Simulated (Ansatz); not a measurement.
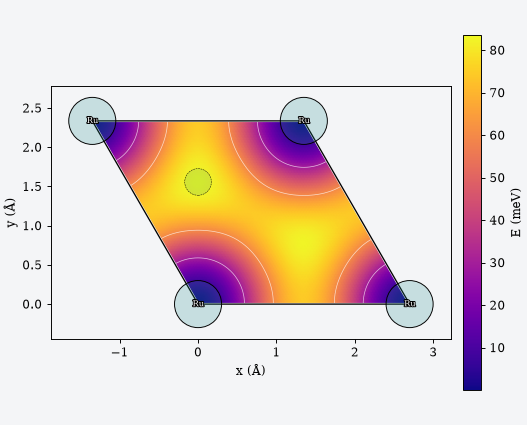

N₂ on a Ru(001) slab cut from the P6_3/mmc phase, its upper half relaxed before the scan (16 atoms of substrate and one adsorbate in a 2 × 2 cell). N2 is moved over the surface cell at a fixed height above a rigid substrate; the origin of the map has the adsorbate above Ru13; the height is held at 3.00 Å. Places are given modulo a cell vector. The map is drawn in real space over the plane of the surface. The grid has 6 × 6 points; 10 points were computed and 26 follow by symmetry. Places are given in fractions of the 1 × 1 surface cell. Energies: meV, counted from the lowest grid point. At a fixed height the lowest place need not be the adsorption site. The calculation used DFT PBE+D3(BJ), scalar-relativistic, plane waves, PAW in Ansatz 0.2.0. Settings: cutoff 420 eV, k-mesh 6×6×1, gaussian smearing 0.1 eV, no spin polarisation.

The picture shows a smooth colour map with a few white contour lines, labelled circles for the atoms of the top layer and small ones for the second layer, the outline of one cell of the plane. Between grid points the surface is interpolated.

The lowest grid point is at the top site over a surface Ru atom, (0/6, 0/6) of the cell vectors. It is the only kind of minimum in the scanned range. The highest grid point, a threefold hollow over a second-layer Ru atom, (2/6, 4/6) of the cell vectors, lies 84 meV above the lowest. On the interpolated surface the easiest way out of the lowest well to its copy in the next cell or period passes a barrier of about 74 meV.

N₂ is replaced by CO; all else is set up alike. At a fixed height the lowest place need not be the adsorption site. The runs have no spin polarisation; a magnetic state may lie lower.

What does this change do to the map?

The lowest place stays at the top site over a surface Ru atom, (0/6, 0/6) of the cell vectors. The span from the lowest to the highest grid point shrinks from 84 to 37 meV. The easiest pass out of the lowest well goes from about 74 to about 33 meV on the interpolated surfaces.

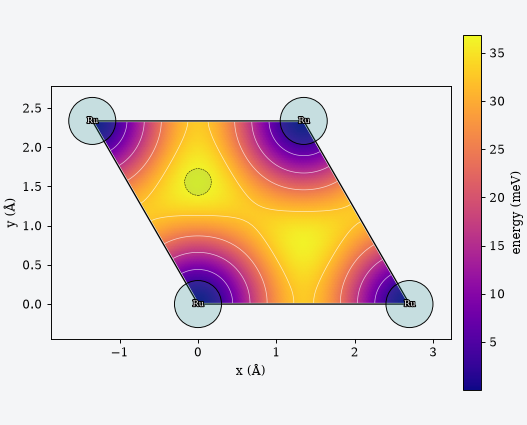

The map after the change, on a colour scale of its own. Drawn: a smooth colour map with a few white contour lines, labelled circles for the atoms of the top layer and small ones for the second layer, the outline of one cell of the plane. Between grid points the surface is interpolated.
